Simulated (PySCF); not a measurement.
# C₈H₁₄: excited states, first hyperpolarisability

Wanted: excited states, first hyperpolarisability for C₈H₁₄ (`C=CCC1CCCC1`).

Computed with PySCF 2.14.0 and routines of our own; the level stands in each step. Atoms count from 0.

### 1 The system as given

22 atoms, charge 0, multiplicity 1; geometry from: GFN2-xTB.

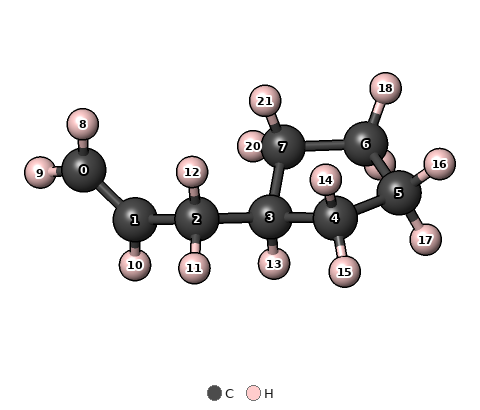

The starting geometry (carbon dark grey, hydrogen pink).

### 2 Relaxing the molecule at PBE0-D3(BJ)/def2-SVP

The job: settings as JSON, then the geometry in Å.

```
{"job": {"xc": "PBE0", "basis": "def2-SVP", "d3": "d3bj", "grid": 2, "kind": "geom"}, "charge": 0, "multiplicity": 1}
C      3.172320    -0.979490    -0.389802
C      2.172061    -0.418602    -1.042297
C      1.318020     0.684344    -0.504823
C     -0.154505     0.275291    -0.441688
C     -1.076288     1.383777     0.068493
C     -2.365033     0.650067     0.449164
C     -1.936150    -0.782668     0.822631
C     -0.428727    -0.858290     0.548231
H      3.450358    -0.660771     0.601677
H      3.760674    -1.774985    -0.814790
H      1.912433    -0.758322    -2.037228
H      1.409127     1.558025    -1.157883
H      1.662063     0.967979     0.492040
H     -0.482960    -0.031371    -1.440436
H     -0.628892     1.845909     0.950731
H     -1.247800     2.162027    -0.674613
H     -2.880035     1.146628     1.270408
H     -3.045581     0.628389    -0.402614
H     -2.156582    -1.007236     1.865446
H     -2.472242    -1.508516     0.211186
H     -0.125608    -1.829307     0.159597
H      0.132936    -0.673492     1.465721
```

Started as:

```sh
OMP_NUM_THREADS=1 python excited_run.py task.json out
```

This one command runs all jobs of the session in turn.

The program printed:

```text
step   0  E = -312.67146152  max force = 0.013511
step   1  E = -312.67382313  max force = 0.002354
step   2  E = -312.67385640  max force = 0.000552
step   3  E = -312.67385292  max force = 0.000860
step   4  E = -312.67386311  max force = 0.000203
optimisation converged
```

Wall time 42 s (1 thread of AMD EPYC 9R45, shared host); peak memory 0.83 GiB.

The steps of the relaxation:

| step | energy from step 0 (eV) | largest force component (eV/Å) |
| --- | --- | --- |
| 0 | 0.0000 | 0.6948 |
| 1 | -0.0643 | 0.1210 |
| 2 | -0.0652 | 0.0284 |
| 3 | -0.0651 | 0.0442 |
| 4 | -0.0654 | 0.0104 |

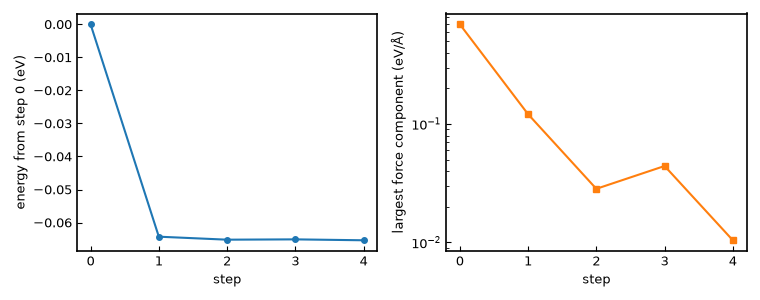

Energy and largest force along the relaxation.

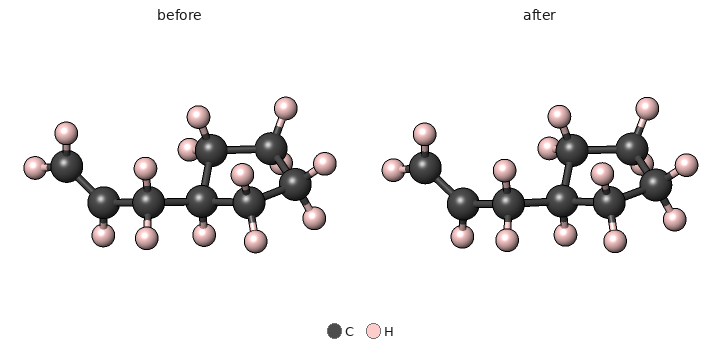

Before and after, at one scale.

Distances of close pairs at the start and the end, largest changes first:

| bond | before (Å) | after (Å) | change (Å) |
| --- | --- | --- | --- |
| C0–H8 | 1.078 | 1.095 | +0.017 |
| C0–H9 | 1.077 | 1.093 | +0.016 |
| C1–H10 | 1.083 | 1.098 | +0.015 |
| C0–C1 | 1.319 | 1.334 | +0.014 |
| C7–H21 | 1.092 | 1.104 | +0.013 |
| C4–H14 | 1.092 | 1.105 | +0.013 |
| C3–H13 | 1.095 | 1.108 | +0.012 |
| C2–H12 | 1.092 | 1.104 | +0.012 |

The final coordinates are the input of the step that follows.

| at the end point | value |
| --- | --- |
| point group (found at 0.08 Å tolerance) | C1 |
| rotational constants (GHz, main isotopes) | 4.761, 1.112, 0.970 |
| dipole moment (D) | 0.39 |

### 3 Excited states: TDA CAM-B3LYP/aug-cc-pVDZ

The job: settings as JSON, then the geometry in Å.

```
{"job": {"kind": "states", "xc": "CAM-B3LYP", "basis": "aug-cc-pVDZ", "tda": true, "soc": true, "nstates": 6, "ntriplets": 5, "nquad": 4}, "charge": 0, "multiplicity": 1}
C      3.244958    -1.007749    -0.327228
C      2.223105    -0.442841    -0.971718
C      1.356162     0.652088    -0.436827
C     -0.113595     0.256599    -0.323445
C     -1.034064     1.367307     0.181470
C     -2.334083     0.643787     0.547902
C     -1.914258    -0.798301     0.924349
C     -0.401948    -0.875929     0.663532
H      3.532263    -0.681530     0.677876
H      3.833617    -1.811681    -0.777013
H      1.968284    -0.804843    -1.976937
H      1.432786     1.531869    -1.101596
H      1.725725     0.972436     0.552993
H     -0.470174    -0.055959    -1.324369
H     -0.579410     1.822723     1.079246
H     -1.178341     2.176468    -0.551344
H     -2.878548     1.151950     1.357777
H     -3.012408     0.628577    -0.319621
H     -2.157471    -1.042934     1.969161
H     -2.453985    -1.530480     0.304199
H     -0.071326    -1.859530     0.298671
H      0.161051    -0.680083     1.593263
```

Level: TDA CAM-B3LYP/aug-cc-pVDZ excited states, vertical, gas phase, spin-orbit mean-field couplings.

The program printed:

```text
coarse grid: 17368 points
cycle   1  E = -313.0324617553  dE =  1.077e+00  |g| = 3.390e-01  |ddm| = 2.028e+01
cycle   2  E = -313.0477903188  dE = -1.533e-02  |g| = 2.724e-01  |ddm| = 3.043e+00
cycle   3  E = -313.0671292763  dE = -1.934e-02  |g| = 4.046e-02  |ddm| = 1.353e+00
cycle   4  E = -313.0675046002  dE = -3.753e-04  |g| = 1.788e-02  |ddm| = 3.167e-01
cycle   5  E = -313.0675862206  dE = -8.162e-05  |g| = 2.823e-03  |ddm| = 7.801e-02
cycle   6  E = -313.0675883505  dE = -2.130e-06  |g| = 5.532e-04  |ddm| = 1.647e-02
final grid: 164872 points
cycle   7  E = -313.0955965306  dE = -3.419e-05  |g| = 4.136e-03  |ddm| = 5.682e-01
cycle   8  E = -313.0955971806  dE = -6.501e-07  |g| = 3.983e-03  |ddm| = 6.336e-02
cycle   9  E = -313.0956013143  dE = -4.134e-06  |g| = 3.665e-04  |ddm| = 1.907e-02
cycle  10  E = -313.0956013410  dE = -2.673e-08  |g| = 2.051e-04  |ddm| = 2.580e-03
cycle  11  E = -313.0956013518  dE = -1.077e-08  |g| = 4.432e-05  |ddm| = 1.040e-03
cycle  12  E = -313.0956013523  dE = -5.056e-10  |g| = 1.294e-05  |ddm| = 2.016e-04
converged SCF energy = -313.0956013523

Singlet excitations
state   eV       nm        f     d(h-e)  d(exc)  Lambda  PR(NTO)  |dmu|/D   mu/D   main configurations
  1   6.5545   189.2   0.03140   1.201   4.084   0.202   1.008    6.289    6.503   H->L 0.48, H->L+2 0.38
  2   6.8751   180.3   0.00364   1.064   4.308   0.188   1.008    4.047    4.179   H->L+1 0.64, H->L+5 0.14, H->L+2 0.11
  3   7.1379   173.7   0.12734   0.762   4.487   0.232   1.032    2.666    2.554   H->L+3 0.54, H->L+4 0.17
  4   7.3405   168.9   0.06044   1.445   4.930   0.301   1.042    4.990    4.800   H->L+6 0.31, H->L 0.23, H->L+2 0.15
  5   7.5162   165.0   0.23288   1.265   4.433   0.308   1.081                     H->L+5 0.20, H->L+9 0.15, H->L+6 0.15
  6   7.8199   158.5   0.01325   1.996   5.446   0.278   1.054                     H->L+5 0.29, H->L+6 0.18, H->L+1 0.17

Triplet excitations (Tamm-Dancoff)
state   eV     d(h-e)  d(exc)  Lambda  PR(NTO)   main configurations
  1   4.3511   0.015   2.095   0.391   1.006   H->L+6 0.32, H->L+9 0.25
  2   6.4803   1.130   3.979   0.204   1.011   H->L 0.45, H->L+2 0.39
  3   6.8224   0.898   4.227   0.192   1.012   H->L+1 0.61, H->L+5 0.15, H->L+2 0.11
  4   7.1547   1.302   4.678   0.222   1.029   H->L+3 0.46, H->L+4 0.15, H->L 0.11
  5   7.3113   2.203   5.139   0.243   1.028   H->L 0.24, H->L+3 0.21, H->L+2 0.14
S1 - T1 = 2.2035 eV

Spin-orbit couplings |<S|Hso|T>| (cm-1)
             T1       T2       T3       T4       T5
S0        0.139    3.019    3.045    0.418    1.063
S1        2.191    0.080    0.077    0.326    0.391
S2        0.470    0.126    0.033    0.599    0.566
S3        1.469    0.946    0.576    0.617    0.732
S4        0.812    0.841    0.337    1.103    0.315
S5        0.251    1.332    0.629    0.799    0.353
S6        0.790    0.260    0.322    0.135    0.822
T1 sublevels (cm-1): 0.000 0.000 0.000   radiative rates (1/s): 0.0413 0.0335 0.158
```

Run time: 50 s. Hardware: 1 thread of AMD EPYC 9R45, shared host; peak memory 1.3 GiB.

Key values:

| quantity | value |
| --- | --- |
| S1 less T1 | 2.20 eV |

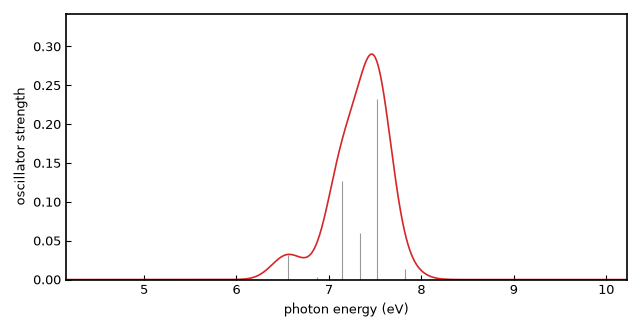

Absorption lines of the singlets. Lines are broadened to a width of 0.40 eV (Gaussian).

### 4 Excited states: TDDFT CAM-B3LYP/aug-cc-pVDZ

The job, as its differences from that of step 3:

```diff
@@ -1,2 +1,2 @@
-{"job": {"kind": "states", "xc": "CAM-B3LYP", "basis": "aug-cc-pVDZ", "tda": true, "soc": true, "nstates": 6, "ntriplets": 5, "nquad": 4}, "charge": 0, "multiplicity": 1}
+{"job": {"kind": "states", "xc": "CAM-B3LYP", "basis": "aug-cc-pVDZ", "tpa": true, "nstates": 8, "nquad": 6, "ntriplets": 0}, "charge": 0, "multiplicity": 1}
 C      3.244958    -1.007749    -0.327228
```

Method: TDDFT CAM-B3LYP/aug-cc-pVDZ excited states, vertical, gas phase, two-photon moments by quadratic response.

The program printed:

```text
coarse grid: 17368 points
cycle   1  E = -313.0324617553  dE =  1.077e+00  |g| = 3.390e-01  |ddm| = 2.028e+01
cycle   2  E = -313.0477903188  dE = -1.533e-02  |g| = 2.724e-01  |ddm| = 3.043e+00
cycle   3  E = -313.0671292763  dE = -1.934e-02  |g| = 4.046e-02  |ddm| = 1.353e+00
cycle   4  E = -313.0675046002  dE = -3.753e-04  |g| = 1.788e-02  |ddm| = 3.167e-01
cycle   5  E = -313.0675862206  dE = -8.162e-05  |g| = 2.823e-03  |ddm| = 7.801e-02
cycle   6  E = -313.0675883505  dE = -2.130e-06  |g| = 5.532e-04  |ddm| = 1.647e-02
final grid: 164872 points
cycle   7  E = -313.0955965306  dE = -3.419e-05  |g| = 4.136e-03  |ddm| = 5.682e-01
cycle   8  E = -313.0955971806  dE = -6.501e-07  |g| = 3.983e-03  |ddm| = 6.336e-02
cycle   9  E = -313.0956013143  dE = -4.134e-06  |g| = 3.665e-04  |ddm| = 1.907e-02
cycle  10  E = -313.0956013410  dE = -2.673e-08  |g| = 2.051e-04  |ddm| = 2.580e-03
cycle  11  E = -313.0956013518  dE = -1.077e-08  |g| = 4.432e-05  |ddm| = 1.040e-03
cycle  12  E = -313.0956013523  dE = -5.052e-10  |g| = 1.294e-05  |ddm| = 2.016e-04
converged SCF energy = -313.0956013523

Singlet excitations
state   eV       nm        f     d(h-e)  d(exc)  Lambda  PR(NTO)  |dmu|/D   mu/D   delta(TPA)   sigma/GM   main configurations
  1   6.5512   189.3   0.03091   1.193   4.089   0.202   1.008    6.244    6.459       56.54      0.889   H->L 0.48, H->L+2 0.38
  2   6.8725   180.4   0.00412   1.050   4.306   0.187   1.008    3.997    4.130       53.68      0.929   H->L+1 0.63, H->L+5 0.15, H->L+2 0.11
  3   7.0085   176.9   0.27616   0.354   3.698   0.319   1.092    1.765    2.150       56.19      1.011   H->L+3 0.34, H->L+6 0.31, H->L+4 0.12
  4   7.2651   170.7   0.05418   0.806   4.669   0.294   1.046    2.757    2.586      205.15      3.967   H->L+6 0.23, H->L 0.17, H->L+5 0.13
  5   7.4178   167.1   0.04986   2.366   5.173   0.234   1.041    8.822    8.470      164.16      3.309   H->L+3 0.32, H->L 0.17, H->L+8 0.13
  6   7.8153   158.6   0.00767   1.923   5.435   0.272   1.052    6.807    6.535       26.33      0.589   H->L+5 0.35, H->L+1 0.17, H->L+6 0.15
  7   7.8597   157.7   0.00159   0.914   4.396   0.240   1.572                                            H-1->L 0.43, H->L+4 0.09, H-1->L+2 0.08
  8   7.8704   157.5   0.00191   1.669   5.420   0.230   1.504                                            H->L+4 0.28, H-1->L 0.13, H->L+10 0.10
```

Run time: 62 s. Hardware: 1 thread of AMD EPYC 9R45, shared host; peak memory 1.4 GiB.

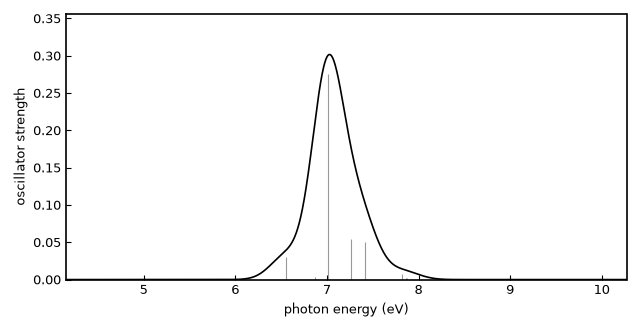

Absorption lines of the singlets. Lines are broadened to a width of 0.40 eV (Gaussian).

### 5 First hyperpolarisability: quadratic response CAM-B3LYP/aug-cc-pVDZ

The job, as its differences from that of step 4:

```diff
@@ -1,2 +1,2 @@
-{"job": {"kind": "states", "xc": "CAM-B3LYP", "basis": "aug-cc-pVDZ", "tpa": true, "nstates": 8, "nquad": 6, "ntriplets": 0}, "charge": 0, "multiplicity": 1}
+{"job": {"kind": "beta", "xc": "CAM-B3LYP", "basis": "aug-cc-pVDZ"}, "charge": 0, "multiplicity": 1}
 C      3.244958    -1.007749    -0.327228
```

Method: quadratic response CAM-B3LYP/aug-cc-pVDZ first hyperpolarisability, Taylor convention, gas phase.

The program printed:

```text
coarse grid: 17368 points
cycle   1  E = -313.0324617553  dE =  1.077e+00  |g| = 3.390e-01  |ddm| = 2.028e+01
cycle   2  E = -313.0477903188  dE = -1.533e-02  |g| = 2.724e-01  |ddm| = 3.043e+00
cycle   3  E = -313.0671292763  dE = -1.934e-02  |g| = 4.046e-02  |ddm| = 1.353e+00
cycle   4  E = -313.0675046002  dE = -3.753e-04  |g| = 1.788e-02  |ddm| = 3.167e-01
cycle   5  E = -313.0675862206  dE = -8.162e-05  |g| = 2.823e-03  |ddm| = 7.801e-02
cycle   6  E = -313.0675883505  dE = -2.130e-06  |g| = 5.532e-04  |ddm| = 1.647e-02
final grid: 164872 points
cycle   7  E = -313.0955965306  dE = -3.419e-05  |g| = 4.136e-03  |ddm| = 5.682e-01
cycle   8  E = -313.0955971806  dE = -6.501e-07  |g| = 3.983e-03  |ddm| = 6.336e-02
cycle   9  E = -313.0956013143  dE = -4.134e-06  |g| = 3.665e-04  |ddm| = 1.907e-02
cycle  10  E = -313.0956013410  dE = -2.673e-08  |g| = 2.051e-04  |ddm| = 2.580e-03
cycle  11  E = -313.0956013518  dE = -1.077e-08  |g| = 4.432e-05  |ddm| = 1.040e-03
cycle  12  E = -313.0956013523  dE = -5.066e-10  |g| = 1.294e-05  |ddm| = 2.016e-04
converged SCF energy = -313.0956013523

Lowest singlets (eV, f): 6.5512 0.0309  6.8725 0.0041  7.0085 0.2762

First hyperpolarisability (au)
process     nm      |vector|   parallel      HRS      DR
static         -       90.18      51.36      37.89   4.766
shg       1907.0       95.49      54.44      40.05   4.785
eope      1907.0       91.90      52.36          -       -
shg       1064.0      109.05      62.33      45.56   4.826
eope      1064.0       95.88      54.67          -       -
```

Run time: 44 s. Hardware: 1 thread of AMD EPYC 9R45, shared host; peak memory 1.4 GiB.

### 6 Results

| quantity | value |
| --- | --- |
| point group | C1 |
| rotational constants (main isotopes) | 4.76, 1.11, 0.97 GHz |
| S1 less T1 (step 3, TDA CAM-B3LYP/aug-cc-pVDZ) | 2.20 eV |
| β vector (step 5, quadratic response CAM-B3LYP/aug-cc-pVDZ) | static 90, SHG 1907.0 nm 95, SHG 1064.0 nm 109 au |

In words: The optimisation took 4 steps and gained 0.065 eV; among the close pairs (by a distance rule), C0–H8 changed most, from 1.078 to 1.095 Å. In step 3, the number of triplets below S1 is 2, and the largest singlet-triplet spin-orbit coupling is S0–T3, 3.04 cm⁻¹. β grows from 90 au (static) to 109 au for doubling at 1064.0 nm: normal dispersion, which grows as twice the photon energy moves toward the bright states.
